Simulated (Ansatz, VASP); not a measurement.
# Be (Be(0001)) in two plane-wave programs

Aim: how closely do two programs agree when they are given the same cell, functional and k mesh?

Main program and level: Ansatz 0.2.0; plane waves, with VASP 6.6.1 beside it; single point at LDA.

### 1. Starting point

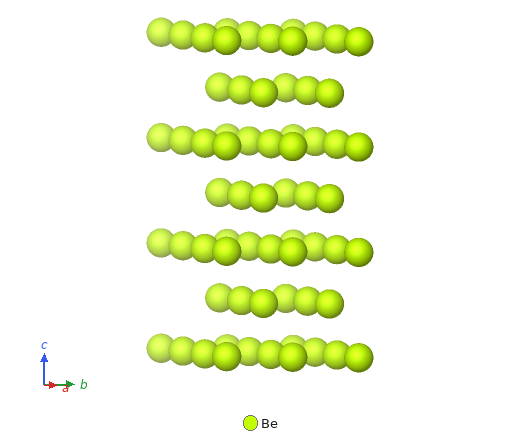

Start, viewed from the side, with the c axis up; beryllium green. 3×2×1 cells are drawn. Some periodic images of atoms are drawn too.

The cell holds 7 atoms: 7 Be. Its edges and angles: a = 2.290 Å, b = 2.290 Å, c = 28.765 Å, α = 90.0°, β = 90.0°, γ = 60.0°. Vacuum lies along c.

### 2. VASP: single point, LDA

A single point gives forces, pressure and levels at one fixed geometry, so differences don't come from the geometry; what else differs is listed under the comparison.

Lines of VASP's logs that name or quote its potential files are left out, and so is its time.

INCAR reads:

```
SYSTEM = Be
PREC = Normal
ENCUT = 300
EDIFF = 1E-06
NELM = 120
ISMEAR = -1
SIGMA = 0.1
LREAL = .FALSE.
ALGO = Fast
GGA = CA
NBANDS = 25
LORBIT = 11
LWAVE = .FALSE.
LCHARG = .TRUE.
IDIPOL = 3
LDIPOL = .TRUE.
DIPOL = 0.5 0.5 0.5
LVHAR = .TRUE.
LVACPOTAV = .TRUE.
LELF = .TRUE.
NEDOS = 1500
```

POSCAR reads:

```
Be
1.0
    2.2900000000      0.0000000000      0.0000000000
    1.1450000000      1.9831981747      0.0000000000
    0.0000000000      0.0000000000     28.7652900000
Be
7
Direct
    0.0000000000      0.0000000000      0.3128770821
    0.6666666667      0.6666666667      0.3752513880
    0.0000000000      0.0000000000      0.4376256940
    0.6666666667      0.6666666667      0.5000000000
    0.0000000000      0.0000000000      0.5623743060
    0.6666666667      0.6666666667      0.6247486120
    0.0000000000      0.0000000000      0.6871229179
```

KPOINTS reads:

```
Automatic mesh
0
Gamma
21 21 1
0 0 0
```

PAW data sets: Be (LDA family, release 64).

The run is started by

```bash
$ mpirun -np 2 vasp_std
```

Numbers of over 12 decimals in the logs are rounded to 6 here.

What it wrote:

```text
[banner, memory and clock lines left out]
running    2 mpi-ranks, on    1 nodes
 distrk:  each k-point on    2 cores,    1 groups
 distr:  one band on    1 cores,    2 groups

 POSCAR found type information on POSCAR Be
 POSCAR found :  1 types and       7 ions
 LDA part: xc-table for (Slater(with rela. corr.)+CA(PZ))
 , standard interpolation
|                                                                             |
|           W    W    AA    RRRRR   N    N  II  N    N   GGGG   !!!           |
|           W    W   A  A   R    R  NN   N  II  NN   N  G    G  !!!           |
|           W    W  A    A  R    R  N N  N  II  N N  N  G       !!!           |
|           W WW W  AAAAAA  RRRRR   N  N N  II  N  N N  G  GGG   !            |
|           WW  WW  A    A  R   R   N   NN  II  N   NN  G    G                |
|           W    W  A    A  R    R  N    N  II  N    N   GGGG   !!!           |
|                                                                             |
|     The number of bands has been changed from the values supplied in        |
|     The orbitals not found in the WAVECAR file will be initialized with     |
|     random numbers, which is usually adequate. For correlated               |
|     calculations, however, you should redo the groundstate calculation.     |
|     I found NBANDS = 25. Now, NBANDS = 26.                                  |
|                                                                             |

 POSCAR, INCAR and KPOINTS ok, starting setup
 FFT: planning ... GRIDC
 FFT: planning ... GRID_SOFT
 FFT: planning ... GRID
 WAVECAR not read
 entering main loop
       N       E                     dE             d eps       ncg     rms          rms(c)
DAV:   1     0.744829594153E+01    0.74483E+01   -0.35068E+03  2504   0.265E+02
DAV:   2    -0.278796541895E+02   -0.35328E+02   -0.33084E+02  3284   0.747E+01
DAV:   3    -0.290478898797E+02   -0.11682E+01   -0.11438E+01  3300   0.110E+01
DAV:   4    -0.290633485551E+02   -0.15459E-01   -0.15446E-01  3456   0.133E+00
DAV:   5    -0.290637185747E+02   -0.37002E-03   -0.36998E-03  3406   0.185E-01    0.274E+00
RMM:   6    -0.284795260930E+02    0.58419E+00   -0.87471E-02  3080   0.769E-01    0.169E+00
RMM:   7    -0.283046199132E+02    0.17491E+00   -0.28413E-02  3054   0.417E-01    0.998E-01
RMM:   8    -0.282137251595E+02    0.90895E-01   -0.32105E-02  3242   0.438E-01    0.311E-01
RMM:   9    -0.282042102090E+02    0.95150E-02   -0.54687E-03  3351   0.190E-01    0.125E-01
RMM:  10    -0.282016591747E+02    0.25510E-02   -0.89433E-04  3392   0.804E-02    0.630E-02
RMM:  11    -0.282009979718E+02    0.66120E-03   -0.54484E-04  3356   0.514E-02    0.302E-02
RMM:  12    -0.282016992170E+02   -0.70125E-03   -0.32693E-04  3391   0.341E-02    0.141E-02
RMM:  13    -0.282019697881E+02   -0.27057E-03   -0.51966E-05  3379   0.146E-02    0.959E-03
RMM:  14    -0.282023474360E+02   -0.37765E-03   -0.26844E-05  3429   0.921E-03    0.373E-03
RMM:  15    -0.282024557509E+02   -0.10831E-03   -0.95297E-06  3299   0.495E-03    0.200E-03
RMM:  16    -0.282024845721E+02   -0.28821E-04   -0.21195E-06  3145   0.249E-03    0.905E-04
RMM:  17    -0.282025166604E+02   -0.32088E-04   -0.13501E-06  3067   0.176E-03    0.665E-04
RMM:  18    -0.282025265104E+02   -0.98500E-05   -0.27212E-07  2975   0.964E-04    0.487E-04
RMM:  19    -0.282025356064E+02   -0.90960E-05   -0.11882E-07  2822   0.781E-04    0.165E-04
RMM:  20    -0.282025370339E+02   -0.14275E-05   -0.27766E-08  2555   0.616E-04    0.968E-05
RMM:  21    -0.282025374509E+02   -0.41703E-06   -0.72689E-09  2364   0.470E-04
|                                                                             |
|           W    W    AA    RRRRR   N    N  II  N    N   GGGG   !!!           |
|           W    W   A  A   R    R  NN   N  II  NN   N  G    G  !!!           |
|           W    W  A    A  R    R  N N  N  II  N N  N  G       !!!           |
|           W WW W  AAAAAA  RRRRR   N  N N  II  N  N N  G  GGG   !            |
|           WW  WW  A    A  R   R   N   NN  II  N   NN  G    G                |
|           W    W  A    A  R    R  N    N  II  N    N   GGGG   !!!           |
|                                                                             |
|     Did not find any points to average over, which means that no vacuum     |
|     field-free region was found. Please increase the size of  your cell     |
|     in the dimension of the dipole correction to obtain accurate            |
|     workfunction values.                                                    |
|                                                                             |

   1 F= -.28202537E+02 E0= -.28180952E+02  d E =-.431706E-01
```

Parts of OUTCAR (step 2):

```text
ion  position               nearest neighbor table
   1  0.000  0.000  0.313-   2 2.23   2 2.23   2 2.23
   2  0.667  0.667  0.375-   1 2.23   1 2.23   1 2.23   3 2.23   3 2.23   3 2.23
   3  0.000  0.000  0.438-   2 2.23   4 2.23   2 2.23   4 2.23   2 2.23   4 2.23
   4  0.667  0.667  0.500-   3 2.23   5 2.23   3 2.23   5 2.23   3 2.23   5 2.23
   5  0.000  0.000  0.562-   6 2.23   4 2.23   6 2.23   4 2.23   6 2.23   4 2.23
   6  0.667  0.667  0.625-   7 2.23   7 2.23   7 2.23   5 2.23   5 2.23   5 2.23
   7  0.000  0.000  0.687-   6 2.23   6 2.23   6 2.23

  LATTYP: Found a hexagonal cell.
 ALAT       =     2.2900000000
 C/A-ratio  =    12.5612620086

 Subroutine GETGRP returns: Found 12 space group operations
 (whereof 12 operations were pure point group operations)

The static configuration has the point symmetry D_3h.

 Found     48 irreducible k-points:

   k-points           NKPTS =     48   k-points in BZ     NKDIM =     48   number of bands    NBANDS=     26

   dimension x,y,z NGX =    10 NGY =   10 NGZ =  126
   dimension x,y,z NGXF=    20 NGYF=   20 NGZF=  252

   ENCUT  =  300.0 eV  22.05 Ry    4.70 a.u.   3.23  3.23 40.62*2*pi/ulx,y,z

   NELECT =      14.0000    total number of electrons

 k-points in reciprocal lattice and weights: Automatic mesh
   0.00000000  0.00000000  0.00000000       0.002
   0.04761905 -0.00000000  0.00000000       0.014
   0.09523810  0.00000000  0.00000000       0.014
   0.14285714 -0.00000000  0.00000000       0.014
   0.19047619  0.00000000  0.00000000       0.014
   0.23809524 -0.00000000  0.00000000       0.014
   0.28571429 -0.00000000  0.00000000       0.014
   0.33333333 -0.00000000  0.00000000       0.014
   0.38095238  0.00000000  0.00000000       0.014
[...]
-0.38095238  0.28571429  0.00000000       0.027
  -0.33333333  0.33333333  0.00000000       0.005

 dipolmoment           0.000000      0.000000     -0.000000 electrons x Angstroem

 average (electrostatic) potential at core
       1 -36.6429       2 -36.8827       3 -37.1560       4 -37.2430       5 -37.1560
       6 -36.8827       7 -36.6429

 E-fermi :  -0.4052

 k-point     1 :       0.0000    0.0000    0.0000
  band No.  band energies     occupation
    ...
      4      -8.4170      2.00000
      5      -7.0719      2.00000
      6      -5.5903      2.00000
      7      -3.0280      2.00000
      8      -2.7428      2.00000
      9       2.2607      0.00000
     10       3.8939      0.00000
     11       4.5838      0.00000
     12       5.4288      0.00000
     13       5.4438      0.00000
    ...

 k-point     2 :       0.0476   -0.0000    0.0000
  band No.  band energies     occupation
    ...
      4      -8.3520      2.00000
      5      -7.0051      2.00000
      6      -5.5186      2.00000
      7      -2.9581      2.00000
      8      -2.6656      2.00000
      9       2.2914      0.00000
     10       3.9523      0.00000
     11       4.6616      0.00000
     12       5.5112      0.00000
     13       5.5115      0.00000
    ...

 k-point     3 :       0.0952    0.0000    0.0000
  band No.  band energies     occupation
    ...
      4      -8.1575      2.00000
      5      -6.8053      2.00000
      6      -5.3045      2.00000
      7      -2.7499      2.00000
      8      -2.4343      2.00000
      9       2.3810      0.00000
     10       4.1217      0.00000
     11       4.8937      0.00000
     12       5.7146      0.00000
     13       5.7577      0.00000
    ...

  Total       -4.6761331     -4.6761331     -1.2125331      0.0000000      0.0000000      0.0000000
  in kB      -57.3491645    -57.3491645    -14.8707832      0.0000000      0.0000000      0.0000000
  external PRESSURE =     -43.1897040 kB  Pullay stress =       0.0000000 kB

  energy-cutoff  :      300.00
  volume of cell :      130.64
      direct lattice vectors                 reciprocal lattice vectors
     2.290000000  0.000000000  0.000000000     0.436681223 -0.252118021  0.000000000
     1.145000000  1.983198175  0.000000000     0.000000000  0.504236043  0.000000000
     0.000000000  0.000000000 28.765290000     0.000000000  0.000000000  0.034764120

 POSITION                                       TOTAL-FORCE (eV/Angst)
 -----------------------------------------------------------------------------------
      0.00000      0.00000      9.00000        -0.000000      0.000000      0.055776
      2.29000      1.32213     10.79421        -0.000000     -0.000000      0.082209
      0.00000      0.00000     12.58843         0.000000     -0.000000      0.004308
      2.29000      1.32213     14.38265         0.000000      0.000000     -0.000000
      0.00000      0.00000     16.17686         0.000000     -0.000000     -0.004308
      2.29000      1.32213     17.97108        -0.000000     -0.000000     -0.082209
      0.00000      0.00000     19.76529         0.000000      0.000000     -0.055776
 -----------------------------------------------------------------------------------
    total drift:                                0.000000      0.000000      0.000000

  FREE ENERGIE OF THE ION-ELECTRON SYSTEM (eV)
  ---------------------------------------------------
  free  energy   TOTEN  =       -28.2025374509 eV

  energy  without entropy=      -28.1593668708  energy(sigma->0) =      -28.18095216

 vacuum level on the upper side and lower side of the slab         5.109         5.109

 total charge
# of ion       s       p       d       tot
------------------------------------------
    1        0.396   0.635   0.000   1.031
    2        0.408   0.732   0.000   1.140
    3        0.402   0.740   0.000   1.142
    4        0.400   0.742   0.000   1.142
    5        0.402   0.740   0.000   1.142
    6        0.408   0.732   0.000   1.140
    7        0.396   0.635   0.000   1.031
--------------------------------------------------
tot          2.812   4.958   0.000   7.770

[... 3 further parts left out ...]
```

### 3. Ansatz: single point, LDA

Ansatz runs on its default PAW (the set named soft_2) files.

The same cell, functional (in two slightly different forms), mesh and smearing now go to Ansatz, which takes its cutoff from its data sets.

input.yaml reads:

```yaml
crystal:
  lattice:
    - [2.29, 0.0, 0.0]
    - [1.145, 1.9831981747, 0.0]
    - [0.0, 0.0, 28.76529]
  atoms:
    - { symbol: Be, position: [0.0, 0.0, 0.3128770821] }
    - { symbol: Be, position: [0.6666666667, 0.6666666667, 0.375251388] }
    - { symbol: Be, position: [0.0, 0.0, 0.437625694] }
    - { symbol: Be, position: [0.6666666667, 0.6666666667, 0.5] }
    - { symbol: Be, position: [0.0, 0.0, 0.562374306] }
    - { symbol: Be, position: [0.6666666667, 0.6666666667, 0.624748612] }
    - { symbol: Be, position: [0.0, 0.0, 0.6871229179] }
hamiltonian:
  xc: lda
  pseudopotentials: { kind: paw }
kpoints:
  mp_grid: { grid: [21, 21, 1] }
scf:
  occupations: { method: fermi_dirac, width: 0.1 }
  n_extra_bands: 5
efield:
  axis: 3
  dipole_correction: true
  ramp_width: 0.04
output:
  forces: true
  eigenvalues: true
```

The run is started by

```bash
$ ansatz run input.yaml --threads 4 --pin off --max-ram 9216MiB --backend cpu --events-out ev --progress --plain --runs-dir out
```

What it wrote:

```text
scf.n_extra_bands = 5 over 7 filled bands (N_el = 14.0): the run solves 12 bands
Engine: ansatz 0.2.0, aarch64-unknown-linux-gnu
Pseudopotentials: kind: paw
Pseudopotential: Be, paw, valence charge 2, recommended cutoff 420 eV (normal), Be.paw.azcp
Functional definition: SPW92
  exchange = slater_x
  correlation = pw_c
Crystal: 7 atoms, lattice volume = 130.638 Å³
Basis set: ecut = 420 eV, 2521 PW (Γ)
Bands: 12, of which v1, the nominal top of the filled ones, is band 7 counted from 1 (6 counted from 0)
Symmetry: 6 space group operations
k-points: 48 of 441 (time reversal used)
Non-local potential: Be, projectors of the file, l = 0: 2, l = 1: 2, l = 2: 1
PAW form: soft (Blöchl's): semilocal exchange-correlation on the pseudo side does not see the compensation charge
PAW frozen core: Be, regenerated for the run's functional, and the local potential with it (the file was generated under x = pbe(κ = 0.804, μ = 0.219515), c = pbe(β = 0.066725))
PAW one-centre angular grid: Be, 110 points (default); XC on 64 Gauss nodes
Initial density: superposition of atomic densities (neutral atoms: chi_scale 0, normalization atom), corrected by the library's trained network
Initial wavefunctions: pseudopotential atomic-orbital guess
Functional: x = slater, c = lda
SCF iter   1: F=—  HF=-616.366112 eV  |F-HF|=—  |Δ(HF+E_count)|=         —  Δρ=2.41e-3  dr2=2.30e-2  ethr=1.77e-3  p=0.000 e·Å  D=1.98e-14 V/Å  ΔV_dip=-0.00 eV  dr2_dipole=7.33e-8  V_vac-E_F(+/−)=5.66/5.66 eV  ⟨swp⟩=11.9  Hψ=6768  notcnv=0
efield: sawtooth ramp at fractional position 0.9800 (placed from the atoms, in the widest stretch of the axis that holds none; the zero of the levels goes with the place), width 0.0400; the density the first Hamiltonian is built on has a dipole p = 0.000 e·Å; the dipole correction subtracts the counter field D = 1.98e-14 V/Å, which shifts the + side's vacuum level by -0.00 eV against the − side's; the planar-averaged density in the ramp window peaks in size at 4.5e-6 e/Å³
preconditioner: auto → LDOS  [metal: Δε(μ)=0.097 eV  Ē_g=7.817 eV  σ=0.100 eV  W_gap=0.24  n_scr=16 (ndim 8)  ℏωp=12.2 eV  f_vac=0.475  D(μ)=1.29/eV (n_scr^D=12)  β→1.0]
SCF iter   2: F=—  HF=-616.365268 eV  |F-HF|=—  |Δ(HF+E_count)|=   8.44e-4  Δρ=8.80e-4  dr2=3.75e-3  ethr=1.64e-4  p=-0.000 e·Å  D=-1.31e-5 V/Å  ΔV_dip=0.00 eV  dr2_dipole=6.97e-8  V_vac-E_F(+/−)=5.50/5.50 eV  ⟨swp⟩=2.5  Hψ=1306  notcnv=0  defer=1
SCF iter   3: F=—  HF=-616.364421 eV  |F-HF|=—  |Δ(HF+E_count)|=   8.47e-4  Δρ=3.36e-4  dr2=5.87e-4  ethr=2.68e-5  p=-0.000 e·Å  D=-3.47e-6 V/Å  ΔV_dip=0.00 eV  dr2_dipole=1.20e-9  V_vac-E_F(+/−)=5.50/5.50 eV  ⟨swp⟩=2.2  Hψ=937  notcnv=0  defer=1
SCF iter   4: F=—  HF=-616.364292 eV  |F-HF|=—  |Δ(HF+E_count)|=   1.29e-4  Δρ=7.76e-5  dr2=3.28e-5  ethr=4.19e-6  p=0.000 e·Å  D=2.72e-8 V/Å  ΔV_dip=-0.00 eV  dr2_dipole=4.12e-10  V_vac-E_F(+/−)=5.51/5.51 eV  ⟨swp⟩=2.5  Hψ=949  notcnv=0  defer=1
SCF iter   5: F=—  HF=-616.364289 eV  |F-HF|=—  |Δ(HF+E_count)|=   3.11e-6  Δρ=1.07e-5  dr2=5.41e-7  ethr=2.34e-7  p=-0.000 e·Å  D=-5.59e-7 V/Å  ΔV_dip=0.00 eV  dr2_dipole=3.88e-11  V_vac-E_F(+/−)=5.51/5.51 eV  ⟨swp⟩=2.3  Hψ=853  notcnv=0
SCF iter   6: F=-616.364289 eV  HF=-616.364289 eV  |F-HF|=3.95e-9  |Δ(HF+E_count)|=   1.75e-8  Δρ=1.16e-6  dr2=6.31e-9  ethr=7.14e-10  p=0.000 e·Å  D=1.13e-7 V/Å  ΔV_dip=-0.00 eV  dr2_dipole=1.35e-13  V_vac-E_F(+/−)=5.51/5.51 eV  ⟨swp⟩=9.7  Hψ=4015  notcnv=0
SCF 1 converged in 6 iterations: F = -616.364289 eV  dr2 = 6.31e-9
  greatest PAW one-centre occupation: 0.359 electrons in one spin orbital (limit 2), on the Be atom at site 5 (counted from 0), in its partial waves of l = 0
SCF converged after 6 iterations
Free energy (F): -616.364289 eV
Harris-Foulkes:  -616.364289 eV  (|F-HF|=3.95e-9)
Internal energy: -616.321118 eV  (E = F + TS)
E sigma→0 (E₀):  -616.342704 eV
Entropy (-TS):   -0.043171 eV (-6.167 meV/atom)
Fermi energy:    0.088879 eV
Dipole field:    D = 0.000001 V/Å  (p = 0.000001 e·Å, saw-weighted, corrected)
Work function:   Φ+ = 5.5111 eV   Φ− = 5.5111 eV
Levels:          The Fermi level and band energies are counted from a zero that moves with the ramp; work functions are not
--- Per-component energies (eV) ---
  E_band       = -57.036867
  E_kinetic    = 141.140286
  E_local      = -5919.871933  (includes V_loc(G=0)·N_el)
  E_nonlocal   = 32.602601
  E_hartree    = 2921.149486
  E_xc         = -134.682552
  E_vxc        = -142.495516  (∫ρ·V_xc dr)
  E_paw        = -385.656964  (= ΣΔE_a)
  E_vpaw       = -10.710855  (= ΣTr[D̂ρ^β])
  E_aug_tail   = -0.000005  (compensation charges beyond the density's cutoff)
  E_efield     = 0.000000  (sawtooth field / dipole correction)
  E_vefield    = 0.000000  (∫n·V_field dr)
  E_ewald      = 2728.785952
  E_core_change = 0.212010  (= ΣΔE_core)
  E_smearing   = -0.043171  (= −TS)
  E_closure    = 0.000000  (closes the sum)
  Σ components = -616.364289   (vs F -616.364289, Δ=0.00e0)
--- Forces (eV/Å), atoms counted from 1 ---
  atom   1  Be     0.00000000    -0.00000000     0.06717355
  atom   2  Be    -0.00000000     0.00000000     0.08287445
  atom   3  Be     0.00000000    -0.00000000     0.00431905
  atom   4  Be    -0.00000000     0.00000000    -0.00001893
  atom   5  Be     0.00000000    -0.00000000    -0.00428978
  atom   6  Be    -0.00000000     0.00000000    -0.08288968
  atom   7  Be     0.00000000    -0.00000000    -0.06716750
  max |Σ_I F_I| component: 1.17e-6 eV/Å
--- Band table (eV; the first three rows and the last of 48) ---
  k-point 0: bands = [... 3 lower, -7.9234, -6.5783, -5.0965, -2.5337, -2.2484, 2.7528, 4.3856, 5.0702, ... 1 higher]
  k-point 1: bands = [... 3 lower, -7.8584, -6.5115, -5.0248, -2.4638, -2.1712, 2.7836, 4.4441, 5.1481, ... 1 higher]
  k-point 2: bands = [... 3 lower, -7.6639, -6.3117, -4.8106, -2.2556, -1.9399, 2.8733, 4.6137, 5.3806, ... 1 higher]
  k-point 47: bands = [... 3 lower, -0.7362, -0.6706, -0.4380, -0.4318, -0.0213, 0.8409, 0.8409, 1.2825, ... 1 higher]
```

Wall time 2.5 s (4 threads of Arm Neoverse V1, shared host); peak memory 0.36 GiB; 9.2 s of CPU time.

In the SCF lines HF is the Harris–Foulkes energy and dr2 the Hartree energy of the density residual, in eV; the loop may stop once dr2 is under the threshold and the program's other checks hold. Hψ counts applications of the Hamiltonian.

### 4. Side by side

Known differences besides the PAW data sets themselves: the two LDA forms differ slightly; the cutoff is 420 eV in Ansatz and 300 eV in VASP (PREC = Normal); Ansatz makes its cores anew for this functional, VASP keeps those of its LDA data sets. Total energies have different zeros and are not compared.

Compared:

```csv
quantity,Ansatz,VASP,difference
"work function, lower of the two faces (eV)",5.51,5.51,0.00
"work function, higher of the two faces (eV)",5.51,5.51,0.00
```

Forces (eV/Å; atoms numbered as in POSCAR):

```csv
atom,"Ansatz x, y, z","VASP x, y, z"
Be1,"0.000, 0.000, 0.067","0.000, 0.000, 0.056"
Be2,"0.000, 0.000, 0.083","0.000, 0.000, 0.082"
Be3,"0.000, 0.000, 0.004","0.000, 0.000, 0.004"
Be4,"0.000, 0.000, 0.000","0.000, 0.000, 0.000"
Be5,"0.000, 0.000, -0.004","0.000, 0.000, -0.004"
Be6,"0.000, 0.000, -0.083","0.000, 0.000, -0.082"
Be7,"0.000, 0.000, -0.067","0.000, 0.000, -0.056"
```

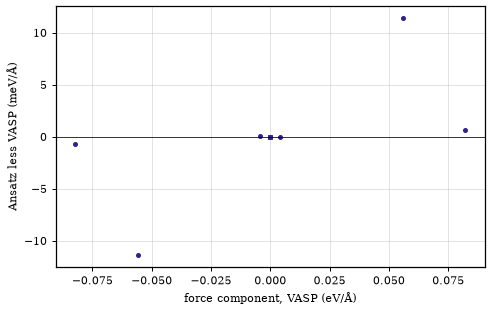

Difference of the force components against their size.

The forces differ by 3.5 meV/Å r.m.s., which is 11.5 % of the r.m.s. force of 0.03 eV/Å (both taken over all components).

### 5. Outcome

| Property | Result |
| --- | --- |
| r.m.s. force difference (single point, LDA) | 3.5 meV/Å |

The r.m.s. force difference is 3.5 meV/Å (single point, LDA), within the 12 meV/Å picked in this series as the mark of a large difference. How closely two codes agree says nothing of how well the functional describes the real material.

[Lines on the potential files, build, host, timing and source positions are cut from VASP's logs without a mark.]

[Logs are printed without paths, hosts, clocks, repeated set-up lines and the standing remarks that a program may print on its own settings, such as how far it seeks lower states.]

[Hosts, paths, dates, database ids (printed as entryN), source tags and the programs' standing remarks are cut or masked in the printed files.]
